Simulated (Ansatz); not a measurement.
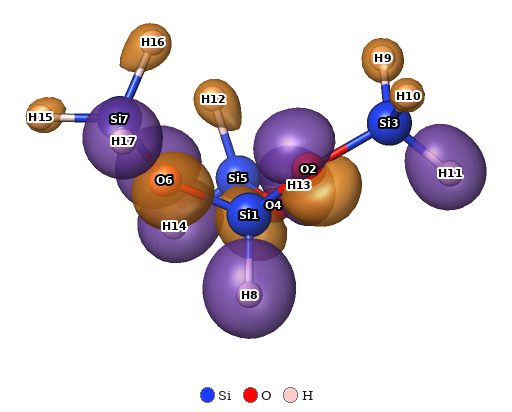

H10O3Si4. The HOMO at ±0.1 Å⁻³ᐟ² (orange and purple are the two phases), seen from one side.

These are results of DFT PBE, Gaussian basis def2-SVP (Ansatz 0.2.0), not measurements.

```xyz
17

Si    0.0300    0.1587   -0.1302
O    -0.9049    1.0928    0.8769
Si   -2.3946    1.0615    1.6569
O    -0.6833   -1.3306   -0.3147
Si   -0.3217   -2.9651   -0.1521
O     1.5356   -0.0359    0.5453
Si    2.4504    0.5142    1.8450
H     0.1563    0.8216   -1.4551
H    -2.4785   -0.1079    2.5994
H    -2.5179    2.3384    2.4346
H    -3.5145    0.9713    0.6570
H     0.0772   -3.2847    1.2627
H    -1.5605   -3.7334   -0.5065
H     0.7954   -3.3557   -1.0802
H     3.7811   -0.1751    1.7775
H     1.7794    0.1791    3.1490
H     2.6499    2.0025    1.7606
```

**Where does this orbital lie, and at what energy?**

Its weight (Hirshfeld) is mainly on O2 (about 15 %), O4 (about 15 %), O6 (about 15 %), H8 (about 5 %) and Si1 (about 5 %). Its energy is −7.18 eV.
